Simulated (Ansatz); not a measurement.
# Quasiparticle gap of K3SI (antiperovskite) (Pm-3m)

Wanted: the gap of K3SI (antiperovskite) (Pm-3m) with a many-body correction, and the time that it takes.

Method: PBE, then G0W0 on it, plane waves, PAW, in Ansatz 0.2.0.

The structure was built from a prototype and need not be the compound's stable phase.

**1. The starting structure**

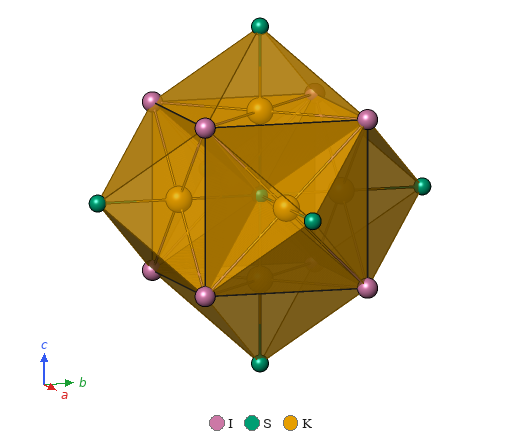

The cell as given, slightly off an axis (iodine pink, sulfur teal, potassium orange). Some periodic images of atoms are drawn too.

The start is a generated structure, not a measured one. The structure type comes from a generator and need not be one that this composition takes. Spin-orbit coupling is left out unless a step names it. The default PAW set here is soft_2. Its files were made with PBE.

**2. Relaxation**

The structure is relaxed first.

This step: DFT, PBE, plane waves, PAW.

input.yaml reads:

```yaml
crystal:
  lattice:
    - [6.06465728, 0.0, 0.0]
    - [0.0, 6.06465728, 0.0]
    - [0.0, 0.0, 6.06465728]
  atoms:
    - { symbol: I, position: [0.0, 0.0, 0.0] }
    - { symbol: S, position: [0.5, 0.5, 0.5] }
    - { symbol: K, position: [0.5, 0.5, 0.0] }
    - { symbol: K, position: [0.5, 0.0, 0.5] }
    - { symbol: K, position: [0.0, 0.5, 0.5] }
kpoints:
  mp_grid: { grid: [4, 4, 4] }
hamiltonian:
  xc: pbe
scf:
  occupations: { method: fermi_dirac, width: 0.02 }
relax:
  f_tol: 0.01
  max_steps: 100
  cell: {}
output:
  write_density: true
  write_potential: true
  elf: true
  volumetric_format: npy
```

Started as:

```console
$ ansatz run input.yaml --threads 4 --pin off --max-ram 17510MiB --backend cpu --events-out ev --progress --plain --runs-dir out
```

Numbers of over 12 decimals in the logs are rounded to 6 here.

The log of the run:

```text
Engine: ansatz 0.2.0, aarch64-unknown-linux-gnu
Pseudopotentials: kind: paw
Pseudopotential: I, paw, valence charge 17, recommended cutoff 420 eV (normal), I.paw.azcp
Pseudopotential: S, paw, valence charge 6, recommended cutoff 420 eV (normal), S.paw.azcp
Pseudopotential: K, paw, valence charge 9, recommended cutoff 420 eV (normal), K.paw.azcp
Functional definition: PBE
  parameter kappa = 0.804
  parameter beta = 0.066725
  exchange = pbe_x(kappa = kappa, mu = beta*pi^2/3)
  correlation = pbe_c(beta = beta)
Crystal: 5 atoms, lattice volume = 223.059 Å³
Basis set: ecut = 420 eV, 4385 PW (Γ), exchange–correlation on 90×90×90 points (8 copies of the dense FFT grid, shifted against one another)
Bands: 30, of which v1, the nominal top of the filled ones, is band 25 counted from 1 (24 counted from 0)
Symmetry: 48 space group operations
Space group: Pm-3m (ITA 221), of the structure as read, at distance tolerance 6.1e-5 Å
k-points: 10 of 64
Non-local potential: I, projectors of the file, l = 0: 2, l = 1: 2, l = 2: 2, l = 3: 2
Non-local potential: S, projectors of the file, l = 0: 2, l = 1: 2, l = 2: 2
Non-local potential: K, projectors of the file, l = 0: 3, l = 1: 2, l = 2: 2
PAW form: soft (Blöchl's): semilocal exchange-correlation on the pseudo side does not see the compensation charge
PAW one-centre angular grid: I, 590 points (default); XC on 64 Gauss nodes
PAW one-centre angular grid: S, 110 points (default); XC on 64 Gauss nodes
PAW one-centre angular grid: K, 110 points (default); XC on 64 Gauss nodes
Initial density: superposition of atomic densities (neutral atoms: chi_scale 0, normalization atom), corrected by the library's trained network
Initial wavefunctions: pseudopotential atomic-orbital guess
Functional: x = pbe(κ = 0.804, μ = 0.219515), c = pbe(β = 0.066725)
SCF iter   1: F=—  HF=-13034.237733 eV  |F-HF|=—  |Δ(HF+E_count)|=         —  Δρ=9.27e-4  dr2=3.79e-3  ethr=1.77e-3  ⟨swp⟩=9.0  Hψ=1633  notcnv=0
preconditioner: auto → Resta (q_TF=auto, 2.126 Å⁻¹)  ε∞=2.3  [insulator: Δε(μ)=1.725 eV  Ē_g=12.938 eV  σ=0.020 eV  W_gap=1.00  n_scr=32 (ndim 8)  ℏωp=14.5 eV  f_vac=0.168  D(μ)=0.00/eV (n_scr^D=0)  ε∞_Penn≈2.3]
SCF iter   2: F=—  HF=-13034.235989 eV  |F-HF|=—  |Δ(HF+E_count)|=   1.74e-3  Δρ=3.54e-4  dr2=2.77e-4  ethr=7.58e-6  ⟨swp⟩=2.9  Hψ=694  notcnv=0  defer=10
SCF iter   3: F=—  HF=-13034.236148 eV  |F-HF|=—  |Δ(HF+E_count)|=   1.60e-4  Δρ=1.09e-4  dr2=3.12e-5  ethr=5.53e-7  ⟨swp⟩=2.3  Hψ=450  notcnv=0  defer=10
SCF iter   4: F=—  HF=-13034.236034 eV  |F-HF|=—  |Δ(HF+E_count)|=   1.14e-4  Δρ=2.96e-5  dr2=2.18e-6  ethr=6.23e-8  ⟨swp⟩=2.2  Hψ=413  notcnv=0  defer=10
iter 5 did not close the SCF: its close was put off for the readings that it lacked (scf_convergence_deferred on its scf_iter line)
SCF iter   5: F=-13034.236044 eV  HF=-13034.236043 eV  |F-HF|=4.97e-8  |Δ(HF+E_count)|=   9.27e-6  Δρ=5.05e-6  dr2=5.35e-8  ethr=4.37e-9  ⟨swp⟩=2.0  Hψ=464  notcnv=0  defer=10
SCF iter   6: F=-13034.236044 eV  HF=-13034.236044 eV  |F-HF|=7.73e-10  |Δ(HF+E_count)|=   7.24e-8  Δρ=1.88e-6  dr2=1.56e-8  ethr=1.07e-10  ⟨swp⟩=6.8  Hψ=1862  notcnv=0
SCF 1 converged in 6 iterations: F = -13034.236044 eV  dr2 = 1.56e-8
  greatest PAW one-centre occupation: 0.999 electrons in one spin orbital (limit 2), on the I atom at site 0 (counted from 0), in its partial waves of l = 2
relax step   1: F+E_penalty+E_count = -13034.23604355 eV  Δ(F+E_penalty+E_count) = +0.000e0 eV  max|allowed force component| = 2.516e-29 eV/Å  Δτ_max = 0.0000 Å  P = -0.181 GPa  Ω = 223.059 Å³  (6 SCF iters, dr2 threshold 1.00e-7 eV, accepted)
[...]
relax step   2: F+E_penalty+E_count = -13034.23711925 eV  Δ(F+E_penalty+E_count) = -1.076e-3 eV  max|allowed force component| = 1.814e-29 eV/Å  Δτ_max = 0.0000 Å  P = -0.123 GPa  Ω = 221.948 Å³  energy of the carried Pulay correction = +2.362e-5 eV  (5 SCF iters, dr2 threshold 8.17e-8 eV, accepted)
[...]
relax step   3: F+E_penalty+E_count = -13034.23803430 eV  Δ(F+E_penalty+E_count) = -9.150e-4 eV  max|allowed force component| = 6.613e-30 eV/Å  Δτ_max = 0.0000 Å  P = +0.003 GPa  Ω = 219.645 Å³  energy of the carried Pulay correction = +7.302e-5 eV  (6 SCF iters, dr2 threshold 3.76e-8 eV, accepted)
[...]
relax step   4: F+E_penalty+E_count = -13034.23795388 eV  Δ(F+E_penalty+E_count) = +8.041e-5 eV  max|allowed force component| = 6.955e-30 eV/Å  Δτ_max = 0.0000 Å  P = +0.004 GPa  Ω = 219.645 Å³  stress off target by 3.58e-3 GPa  SCF on the basis re-selected at this cell (its energy is not comparable with the rows above)  (5 SCF iters)
basis re-selected at this cell: Δ(F+E_penalty+E_count) = +8.041e-5 eV, ΔP = +0.000 GPa vs the last step (what re-selecting the basis moved, of the pressure what is left beyond the Pulay correction that the steps carried, after the strain that the cell walked since its last selection, with what the two solves' SCF thresholds leave and, on support functions, any second-order correction that the steps lacked; it is no m [...]
SCF converged after 5 iterations
Free energy (F): -13034.237954 eV
Harris-Foulkes:  -13034.237954 eV  (|F-HF|=1.27e-11)
Internal energy: -13034.237954 eV  (E = F + TS)
E sigma→0 (E₀):  -13034.237954 eV
Fermi energy:    3.269666 eV
--- Per-component energies (eV) ---
  E_band       = -795.698539
  E_kinetic    = 1058.050745
  E_local      = -4476.723440  (includes V_loc(G=0)·N_el)
  E_nonlocal   = -23.939060
  E_hartree    = 1933.943754
  E_xc         = -631.431929
  E_vxc        = -711.594458  (∫ρ·V_xc dr)
  E_paw        = -7762.782622  (= ΣΔE_a)
  E_vpaw       = -509.379853  (= ΣTr[D̂ρ^β])
  E_aug_tail   = -0.000012  (compensation charges beyond the density's cutoff)
  E_ewald      = -3131.355390
  E_smearing   = -0.000000  (= −TS)
  E_closure    = -0.000000  (closes the sum)
  Σ components = -13034.237954   (vs F -13034.237954, Δ=0.00e0)
--- Forces (eV/Å), atoms counted from 1 ---
  atom   1  I      0.00000000     0.00000000    -0.00000000
  atom   2  S     -0.00000000    -0.00000000    -0.00000000
  atom   3  K     -0.00000000     0.00000000    -0.00000000
  atom   4  K      0.00000000    -0.00000000    -0.00000000
  atom   5  K      0.00000000     0.00000000    -0.00000000
  max |Σ_I F_I| component: 6.25e-30 eV/Å
--- Stress (GPa, compression-positive) ---
        0.003584      -0.000000      -0.000000
       -0.000000       0.003584       0.000000
       -0.000000       0.000000       0.003584
  P = ⅓ Tr σ = 0.0036 GPa (0.036 kbar)
--- Band table (eV; the first three rows and the last of 10) ---
  k-point 0: bands = [... 21 lower, 0.5837, 2.3899, 2.3899, 2.3899, 4.1210, 5.8833, 5.8833, 6.9919, ... 1 higher]
  k-point 1: bands = [... 21 lower, 0.5845, 2.0014, 2.3387, 2.3387, 4.6903, 6.1532, 6.2132, 7.1814, ... 1 higher]
  k-point 2: bands = [... 21 lower, 0.5854, 1.6838, 2.2896, 2.2896, 5.4551, 6.2212, 6.5552, 7.5266, ... 1 higher]
  k-point 9: bands = [... 21 lower, 0.4414, 1.6018, 1.6018, 1.6018, 6.6519, 6.6519, 6.6519, 7.1439, ... 1 higher]
--- Relaxed structure (3 steps of the walk, 3 accepted, 1 SCFs on fresh bases) ---
  F+E_penalty+E_count = -13034.23795388 eV   max|allowed force component| = 6.955e-30 eV/Å   (the final SCF, on the basis selected at the relaxed cell)
  cell:  # Å, volume = 219.6446 Å³
    - [6.033558, 0, 0]
    - [0, 6.033558, 0.0]
    - [0, 0.0, 6.033558]
  atoms:
    - { symbol: I, position: [0, 0, 0] }
    - { symbol: S, position: [0.5, 0.5, 0.5] }
    - { symbol: K, position: [0.5, 0.5, 0] }
    - { symbol: K, position: [0.5, 0, 0.5] }
    - { symbol: K, position: [0, 0.5, 0.5] }
```

It took 4.5 s on 4 threads of Arm Neoverse V2, shared host; peak memory 0.55 GiB; 16 s of CPU time.

Step by step:

```csv
step,energy less that of the first step (eV),largest force component (eV/Å),pressure (GPa),volume (Å³)
1,0.0000,0.0000,-0.18,223.06
2,-0.0011,0.0000,-0.12,221.95
3,-0.0020,0.0000,0.00,219.64
4*,-0.0019,0.0000,0.00,219.64
```

Relaxation steps marked * repeat the geometry before them on a plane-wave basis chosen anew for their cell, so energy and pressure can jump there.

Forces are held to the 48 operations that the run works with; a distortion that breaks them can't arise in this run.

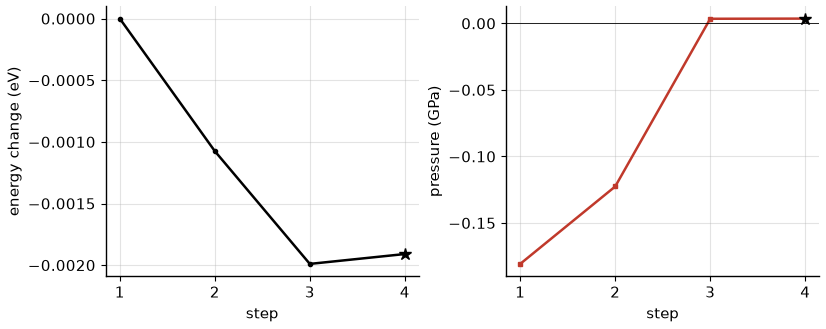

Energy and pressure along the relaxation. Stars mark steps on a basis chosen anew.

```
conventional cell, symmetrised  before  after  change
                         a (Å)   6.065  6.034  -0.5 %
                         b (Å)   6.065  6.034  -0.5 %
                         c (Å)   6.065  6.034  -0.5 %
              volume (Å³/atom)   44.61  43.93  -1.5 %
```

**3. Bands along the symmetry lines**

Levels along a band path and on the mesh show where this functional puts the band edges.

input.yaml reads:

```yaml
crystal:
  lattice:
    - [6.0335581096, 0.0, 0.0]
    - [0.0, 6.0335581096, 0.0]
    - [0.0, 0.0, 6.0335581096]
  atoms:
    - { symbol: I, position: [0.0, 0.0, 0.0] }
    - { symbol: S, position: [0.5, 0.5, 0.5] }
    - { symbol: K, position: [0.5, 0.5, 0.0] }
    - { symbol: K, position: [0.5, 0.0, 0.5] }
    - { symbol: K, position: [0.0, 0.5, 0.5] }
kpoints:
  mp_grid: { grid: [4, 4, 4] }
  band_path:
    path:
      - [[0.0, 0.0, 0.0], [0.0, 0.5, 0.0], [0.5, 0.5, 0.0], [0.0, 0.0, 0.0], [0.5, 0.5, 0.5], [0.0, 0.5, 0.0]]
      - [[0.5, 0.5, 0.5], [0.5, 0.5, 0.0]]
    npoints: 10
hamiltonian:
  xc: pbe
scf:
  occupations: { method: fermi_dirac, width: 0.02 }
  n_extra_bands: 5
output:
  eigenvalues: true
  forces: true
  stress: true
  write_density: true
  write_potential: true
  elf: true
  volumetric_format: npy
```

The log of the run:

```text
[...]
Crystal: 5 atoms, lattice volume = 219.645 Å³
Basis set: ecut = 420 eV, 4337 PW (Γ), exchange–correlation on 90×90×90 points (8 copies of the dense FFT grid, shifted against one another)
Bands: 30, of which v1, the nominal top of the filled ones, is band 25 counted from 1 (24 counted from 0)
Symmetry: 48 space group operations
[...]
k-points: 10 of 64
[...]
SCF iter   1: F=—  HF=-13034.240421 eV  |F-HF|=—  |Δ(HF+E_count)|=         —  Δρ=9.88e-4  dr2=5.15e-3  ethr=1.77e-3  ⟨swp⟩=9.1  Hψ=1616  notcnv=0
[...]
SCF iter   6: F=-13034.237954 eV  HF=-13034.237954 eV  |F-HF|=9.10e-9  |Δ(HF+E_count)|=   1.47e-7  Δρ=2.31e-6  dr2=1.70e-8  ethr=2.00e-10  ⟨swp⟩=14.6  Hψ=2287  notcnv=0
SCF 1 converged in 6 iterations: F = -13034.237954 eV  dr2 = 1.70e-8
[...]
NSCF: frozen V_eff on 62 k-points
SCF converged after 6 iterations
Free energy (F): -13034.237954 eV
[...]
Internal energy: -13034.237954 eV  (E = F + TS)
E sigma→0 (E₀):  -13034.237954 eV
Fermi energy:    3.269734 eV
[...]
--- Stress (GPa, compression-positive) ---
        0.003590       0.000000       0.000000
        0.000000       0.003590       0.000000
        0.000000       0.000000       0.003590
  P = ⅓ Tr σ = 0.0036 GPa (0.036 kbar)
--- Band table (eV; the first three rows and the last of 10) ---
  k-point 0: bands = [... 21 lower, 0.5838, 2.3900, 2.3900, 2.3900, 4.1211, 5.8835, 5.8835, 6.9919, ... 1 higher]
  k-point 1: bands = [... 21 lower, 0.5846, 2.0015, 2.3388, 2.3388, 4.6904, 6.1533, 6.2133, 7.1813, ... 1 higher]
  k-point 2: bands = [... 21 lower, 0.5854, 1.6838, 2.2896, 2.2896, 5.4552, 6.2213, 6.5554, 7.5266, ... 1 higher]
  k-point 9: bands = [... 21 lower, 0.4415, 1.6018, 1.6018, 1.6018, 6.6519, 6.6519, 6.6519, 7.1439, ... 1 higher]
```

Wall time 3.2 s (4 threads); peak memory 0.56 GiB; 12 s of CPU time.

Numbers from this step:

- pressure: 0.003590 GPa
- filled bands: 25
- gap: 1.731 eV
- valence top at: Γ
- conduction bottom at: Γ
- least direct gap: 1.731 eV

Over mesh and path the gap is 1.731 eV, direct, at k = Γ.

Electronic bands along the path, in eV, zero at the top of the highest nominally filled band:

```
    point  band 22  band 23  band 24  band 25  band 26  band 27  band 28  band 29
        Γ    -1.81     0.00     0.00     0.00     1.73     3.49     3.49     4.60
        X    -1.80    -0.71    -0.10    -0.10     3.07     3.83     4.17     5.14
        M    -1.81    -0.61    -0.61    -0.15     3.64     3.79     4.86     4.86
        Γ    -1.81     0.00     0.00     0.00     1.73     3.49     3.49     4.60
        R    -1.95    -0.79    -0.79    -0.79     4.26     4.26     4.26     4.75
        X    -1.80    -0.71    -0.10    -0.10     3.07     3.83     4.17     5.14
jump to R    -1.95    -0.79    -0.79    -0.79     4.26     4.26     4.26     4.75
        M    -1.81    -0.61    -0.61    -0.15     3.64     3.79     4.86     4.86
```

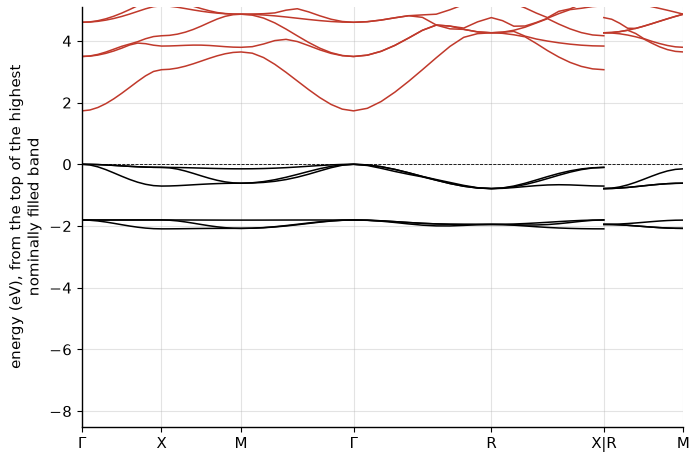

Electronic bands along the path; lines of filled and empty bands in two colours.

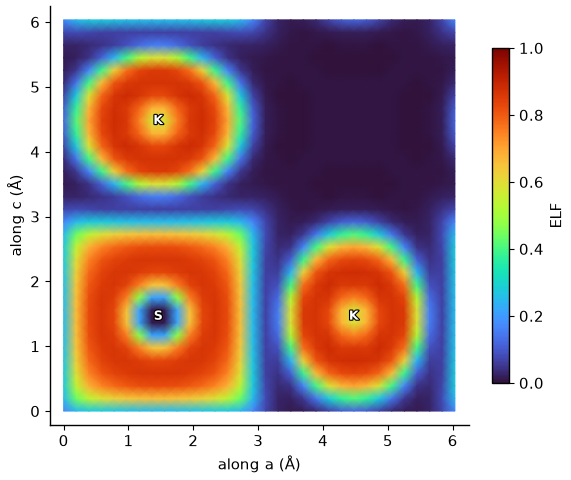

ELF in the ac plane at fractional y = 0.500, with atoms of S and K within 0.2 Å of it. It is the smooth field of the valence electrons, not physical close to the nuclei. The map starts off the cell's origin, so that atoms lie inside it.

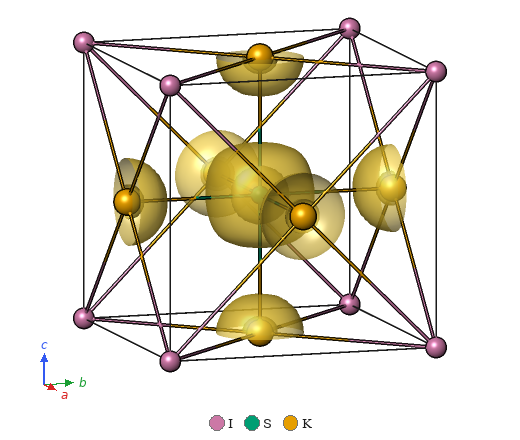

Surface of ELF = 0.8.

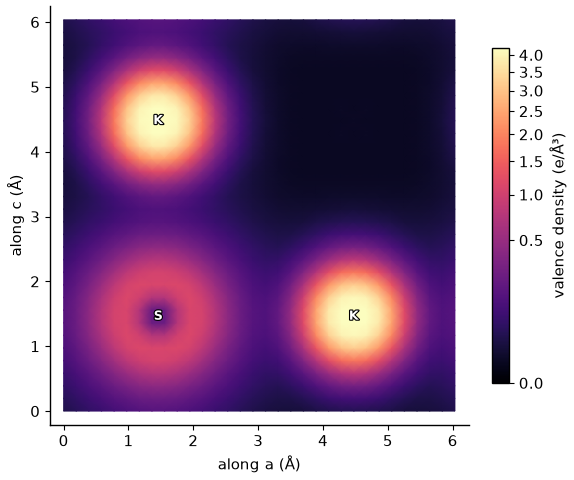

Valence density in the ac plane at fractional y = 0.500, with atoms of S and K within 0.2 Å of it. It is the smooth field of the valence electrons, not physical close to the nuclei. The map starts off the cell's origin, so that atoms lie inside it. The colour scale is stretched toward low values.

[end of part 1 of 2]

[Paths, hosts, dates, memory and timing lines, banners, echoed tables and standing remarks are left out of the program output.]

[Logs are printed without paths, hosts, clocks, repeated set-up lines and the standing remarks that a program may print on its own settings, such as how far it seeks lower states.]

[Runs of the session that timed out or met a known fault of the program may be left out.]

[Cells called generated may have been cut or substituted from an entry of the Crystallography Open Database or the Materials Project.]

[Hosts, paths, dates, database ids (printed as entryN), source tags and the programs' standing remarks are cut or masked in the printed files.]

[Where an RPA ε∞ is given, it is that of the G0W0 mesh and is not shown converged in it. Names of k-points follow the symmetry that the program found, which can be lower than the space group named. Band edges on a path are those of the sampled points; other points can move an edge, and change direct to indirect where valleys lie close.]

[Hybrid gaps are those of their k-mesh and are not shown converged in it.]
